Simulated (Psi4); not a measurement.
**CH5Ga (GaH2Me) at B3LYP/6-31G(d) (Cartesian functions)**

What is the energy change on altering one bond length of CH5Ga (GaH2Me) at B3LYP/6-31G* (Cartesian functions)? 

The results are computed with Psi4 1.11.

1 further run of the same task is left out (set aside as unsound or not needed).

**1. The structure to begin with**

CH5Ga: 7 atoms, total charge 0, spin state singlet. SMILES: `[H][Ga]([H])[CH3]`. The shape comes from GFN2-xTB, which is rough for such elements, and wasn't checked as a minimum.

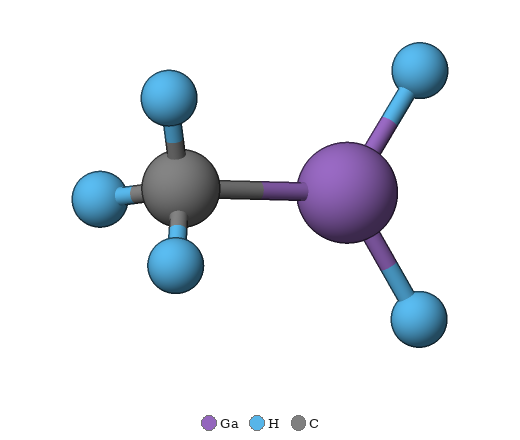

The structure, seen from a chosen angle (gallium purple, hydrogen blue, carbon grey).

**2. A single-point energy at B3LYP/6-31G(d) (Cartesian functions)**

Contents of run.py:

```python
import psi4

psi4.set_memory('1600 MB')
psi4.set_num_threads(1)
psi4.core.set_output_file('output.dat', False)

geom = psi4.geometry("""
0 1
Ga     0.530950     0.929410     0.001880
H      2.107200     1.037040     0.032620
H     -0.161530     2.348530    -0.037430
C     -0.472660    -0.822080     0.002660
H     -0.574060    -1.221230    -1.011230
H     -1.480470    -0.696670     0.410990
H      0.050570    -1.574990     0.600500
symmetry c1
no_reorient
no_com
""")

options = {'basis': '6-31G*', 'puream': False, 'e_convergence': 1e-09, 'd_convergence': 1e-08, 'scf_type': 'pk', 'dft_radial_points': 99, 'dft_spherical_points': 590}
psi4.set_options(options)

e = psi4.energy('b3lyp', molecule=geom)
print('E =', round(e, 9))
for k, v in sorted(psi4.core.scalar_variables().items()):
    print(f'{k:45s} {v:18.10f}')
```

On the command line:

```bash
$ python run.py
```

output.dat:

```text
[...]
  Running in c1 symmetry.
[...]
  Nuclear repulsion =  100.974340166639891
[...]
  Multiplicity = 1
[...]
  Nalpha       = 21
  Nbeta        = 21
[...]
    Number of basis functions: 60
[...]
   @RKS iter   1: -1963.53814217250397   -1.50528e+00   5.31439e-02 ADIIS/DIIS
[...]
   @RKS iter  12: -1965.72168897768734   -9.09495e-13   1.32984e-09 DIIS
[...]
    Orbital Energies [Eh]
    ---------------------
    Doubly Occupied:
       1A   -372.561085     2A    -45.945891     3A    -40.703774
       4A    -40.699587     5A    -40.699114     6A    -10.174184
       7A     -5.510230     8A     -3.799339     9A     -3.788264
      10A     -3.786805    11A     -0.831396    12A     -0.826184
      13A     -0.825461    14A     -0.821237    15A     -0.820563
      16A     -0.678202    17A     -0.437170    18A     -0.396848
      19A     -0.396359    20A     -0.288231    21A     -0.285288
[...]
  @RKS Final Energy: -1965.72168897768734
   => Energetics <=
    Nuclear Repulsion Energy =            100.9743401666398910
    One-Electron Energy =               -2938.1741927722682703
    Two-Electron Energy =                 937.7335978348559138
    DFT Exchange-Correlation Energy =     -66.2554342069151829
    Empirical Dispersion Energy =           0.0000000000000000
    VV10 Nonlocal Energy =                  0.0000000000000000
    Total Energy =                      -1965.7216889776873359
[...]
 Multipole Moments:
 ------------------------------------------------------------------------------------
     Multipole            Electronic (a.u.)      Nuclear  (a.u.)        Total (a.u.)
 ------------------------------------------------------------------------------------
 L = 1.  Multiply by 2.5417464519 to convert [e a0] to [Debye]
 Dipole X            :        -25.8169863           25.6345128           -0.1824734
 Dipole Y            :        -45.2338176           44.9223994           -0.3114183
 Dipole Z            :         -0.1322651            0.1316950           -0.0005700
 Magnitude           :                                                    0.3609407
[...]
```

Standard output:

```text
E = -1965.721688978
CURRENT ENERGY                                  -1965.7216889777
CURRENT REFERENCE ENERGY                        -1965.7216889777
DD SOLVATION ENERGY                                 0.0000000000
DFT FUNCTIONAL TOTAL ENERGY                     -1965.7216889777
DFT TOTAL ENERGY                                -1965.7216889777
DFT VV10 ENERGY                                     0.0000000000
DFT XC ENERGY                                     -66.2554342069
GRID ELECTRONS ALPHA                               20.9999999019
GRID ELECTRONS BETA                                20.9999999019
GRID ELECTRONS TOTAL                               41.9999998038
NUCLEAR REPULSION ENERGY                          100.9743401666
ONE-ELECTRON ENERGY                             -2938.1741927723
PCM POLARIZATION ENERGY                             0.0000000000
PE ENERGY                                           0.0000000000
SCF ITERATION ENERGY                            -1965.7216889777
SCF ITERATIONS                                     12.0000000000
SCF TOTAL ENERGY                                -1965.7216889777
TWO-ELECTRON ENERGY                               937.7335978349
XC GRID RADIAL POINTS                              99.0000000000
XC GRID SPHERICAL POINTS                          590.0000000000
XC GRID TOTAL POINTS                           391333.0000000000
```

It took 13 s on 1 thread of Intel Xeon Platinum 8259CL at 2.50GHz (Skylake/Cascade Lake), shared host; peak memory 0.83 GiB.

**3. The distorted shape: energy and gradient at B3LYP/6-31G(d) (Cartesian functions)**

Contents of ch5ga.json:

```json
{
  "schema_name": "qcschema_input",
  "schema_version": 1,
  "molecule": {
    "schema_name": "qcschema_molecule",
    "schema_version": 2,
    "symbols": ["Ga", "H", "H", "C", "H", "H", "H"],
    "geometry": [1.15664278, 2.35975203, 1.5363171, 4.13532358, 2.56314326, 1.59440728, -0.15195477, 5.04150017, 1.46203197, -0.73990526, -0.95008438, 1.53779109, -1.08481618, -2.30779024, -1.91094775, -2.64439014, -0.71309382, 2.30942296, 0.24885614, -2.37287807, 2.66754496],
    "molecular_charge": 0,
    "molecular_multiplicity": 1,
    "fix_symmetry": "c1"
  },
  "driver": "gradient",
  "model": {
    "method": "b3lyp",
    "basis": "6-31G*"
  },
  "keywords": {
    "reference": "rks",
    "puream": false,
    "e_convergence": 1e-09,
    "d_convergence": 1e-08,
    "scf_type": "pk",
    "dft_radial_points": 99,
    "dft_spherical_points": 590,
    "scf_properties": ["DIPOLE", "QUADRUPOLE", "LOWDIN_CHARGES"]
  }
}
```

On the command line:

```bash
$ psi4 --qcschema ch5ga.json -n 1 --memory 1600MB
```

stdout (excerpt; [...] marks lines left out):

```text
[...]
  Running in c1 symmetry.
[...]
  Nuclear repulsion =   98.192350357385081
[...]
  Multiplicity = 1
[...]
  Nalpha       = 21
  Nbeta        = 21
[...]
    Number of basis functions: 60
[...]
   @RKS iter   1: -1963.21459273443611   -1.40073e+00   5.36073e-02 ADIIS/DIIS
[...]
   @RKS iter  13: -1965.59869135884105    1.36424e-12   2.69022e-09 DIIS
[...]
  @RKS Final Energy: -1965.59869135884105
   => Energetics <=
    Nuclear Repulsion Energy =             98.1923503573850809
    One-Electron Energy =               -2932.2829314865034576
    Two-Electron Energy =                 934.6135816903075693
    DFT Exchange-Correlation Energy =     -66.1216919200306279
    Empirical Dispersion Energy =           0.0000000000000000
    VV10 Nonlocal Energy =                  0.0000000000000000
    Total Energy =                      -1965.5986913588412790
[...]
 Multipole Moments:
 ------------------------------------------------------------------------------------
     Multipole            Electronic (a.u.)      Nuclear  (a.u.)        Total (a.u.)
 ------------------------------------------------------------------------------------
 L = 1.  Multiply by 2.5417464519 to convert [e a0] to [Debye]
 Dipole X            :          2.7934453           -2.9403200           -0.1468747
 Dipole Y            :          5.1506030           -5.3207204           -0.1701173
 Dipole Z            :          1.1423249           -0.7912169            0.3511080
 Magnitude           :                                                    0.4168800
 L = 2.  Multiply by 1.3450342976 to convert [e a0^2] to [Debye ang]
 Quadrupole XX       :        -66.6267336           46.0601877          -20.5665459
 Quadrupole XY       :        -49.8704863           49.8906526            0.0201663
[...]
  -Total Gradient:
     Atom            X                  Y                   Z
    ------   -----------------  -----------------  -----------------
       1        0.001204119349     0.005455723446     0.009536755885
       2       -0.000694542093     0.005172126979    -0.000684944426
       3        0.005230204868     0.001961391124    -0.000380493785
       4       -0.002442248006     0.001754876614     0.033295229571
       5       -0.006747866656    -0.026431197313    -0.066826338173
       6        0.003549973400     0.005100724512     0.012750461418
       7       -0.000099562176     0.006986219780     0.012309209554
[...]
```

The result, in JSON:

```text
{
 "driver": "gradient",
 "model": {
  "method": "b3lyp",
  "basis": "6-31G*"
 },
 "success": true,
 "return_result": [0.0012041193491950522, 0.005455723445556337, 0.009536755885432385, -0.0006945420928857193, 0.005172126978621317, -0.0006849444263897495, 0.005230204868137002, 0.001961391123574019, -0.00038049378536489766, -0.002442248006301804, 0.0017548766144630037, 0.03329522957113608, -0.006747866655562802, -0.026431197313221435, -0.06682633817348574, 0.0035499734002873706, 0.005100724512494534, 0.012750461417736364, -9.956217648100785e-05, 0.006986219779525363, 0.012309209554308614],
 "properties": {
  "calcinfo_nbasis": 60,
  "calcinfo_nmo": 60,
  "calcinfo_nalpha": 21,
  "calcinfo_nbeta": 21,
  "calcinfo_natom": 7,
  "nuclear_repulsion_energy": 98.19235035738508,
  "return_energy": -1965.598691358841,
  "return_gradient": [0.0012041193491950522, 0.005455723445556337, 0.009536755885432385, -0.0006945420928857193, 0.005172126978621317, -0.0006849444263897495, 0.005230204868137002, 0.001961391123574019, -0.00038049378536489766, -0.002442248006301804, 0.0017548766144630037, 0.03329522957113608, -0.006747866655562802, -0.026431197313221435, -0.06682633817348574, 0.0035499734002873706, 0.005100724512494534, 0.012750461417736364, -9.956217648100785e-05, 0.006986219779525363, 0.012309209554308614],
  "scf_one_electron_energy": -2932.2829314865035,
  "scf_two_electron_energy": 934.6135816903076,
  "scf_xc_energy": -66.12169192003063,
  "scf_dipole_moment": [-0.14687469425158683, -0.17011733132736762, 0.3511080177718304],
  "scf_total_energy": -1965.598691358841,
  "scf_total_gradient": [0.0012041193491950522, 0.005455723445556337, 0.009536755885432385, -0.0006945420928857193, 0.005172126978621317, -0.0006849444263897495, 0.005230204868137002, 0.001961391123574019, -0.00038049378536489766, -0.002442248006301804, 0.0017548766144630037, 0.03329522957113608, -0.006747866655562802, -0.026431197313221435, -0.06682633817348574, 0.0035499734002873706, 0.005100724512494534, 0.012750461417736364, -9.956217648100785e-05, 0.006986219779525363, 0.012309209554308614],
  "scf_iterations": 13
 }
}
```

Wall time 18 s (1 thread of Intel Xeon Platinum 8259CL at 2.50GHz (Skylake/Cascade Lake), shared host); peak memory 0.81 GiB.

**4. Outcome**

Level: B3LYP/6-31G* (Cartesian functions).

| quantity | value |
| --- | --- |
| first shape: total energy | -1965.72169 Eh |
| first shape: dipole moment | 0.92 D |
| first shape: HOMO energy | -7.76 eV |
| first shape: LUMO energy | -1.65 eV |
| first shape: HOMO–LUMO gap | 6.11 eV |
| distorted shape: total energy | -1965.59869 Eh |
| distorted shape: dipole moment | 1.06 D |
| distorted shape: HOMO energy | -7.64 eV |
| distorted shape: LUMO energy | -2.54 eV |
| distorted shape: HOMO–LUMO gap | 5.10 eV |
| distorted shape: largest force on an atom | 3.712 eV/Å |
| energy change with the C4–H5 bond stretched from 1.094 to 1.970 Å | 3.347 eV |

What this shows: With the C4–H5 bond stretched from 1.094 to 1.970 Å the energy rises by 3.35 eV (77 kcal/mol). The first shape isn't relaxed at this level, so the change isn't measured from a minimum.
